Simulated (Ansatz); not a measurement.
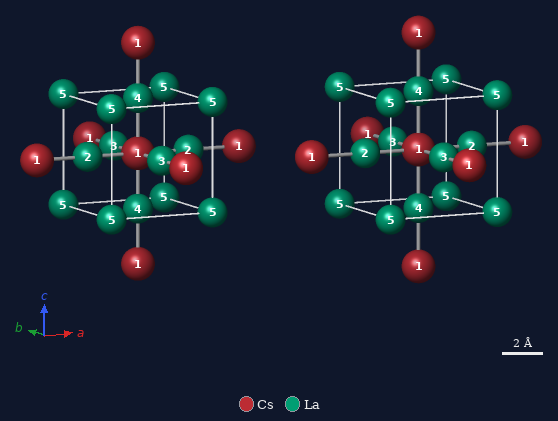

Two geometries of solid CsLa4 (a generated structure, set up in Pm-3m) (coarse preliminary run), drawn at one scale. One is the start of a relaxation, the other its converged end. A ball-and-stick model of the cell of the calculation, seen from a free direction.

The calculation used DFT PBE, scalar-relativistic, plane waves, PAW in Ansatz. Settings: plane-wave cutoff 420 eV; k-point mesh 4 × 4 × 4; occupations gaussian; smearing width 0.1 eV; no spin polarisation; cell and atoms relaxed; force threshold 0.04 eV/Å; at most 70 steps.

Question: Which of the two is the end point?

Answer: The right one is the relaxed one. The atoms keep their places relative to the cell (all moves are under 0.005 Å). The volume changes by +18.1 %, with a = b = c 5.647 → 5.970 Å (+5.7 %). Near-neighbour distances that change, for instance: Cs1–La2 2.824 → 2.985 Å. The space group stays Pm-3m (No. 221). The energy falls by 0.718 eV per cell of the calculation in 2 accepted moves (3 points after the start). All forces vanish by symmetry, so only the cell relaxes. The pressure goes from 7.84 to 0.27 GPa. At 1 point the geometry stayed and the basis and grid were re-selected for the new cell (energy shift of 2.2 meV per cell of the calculation at most each time).
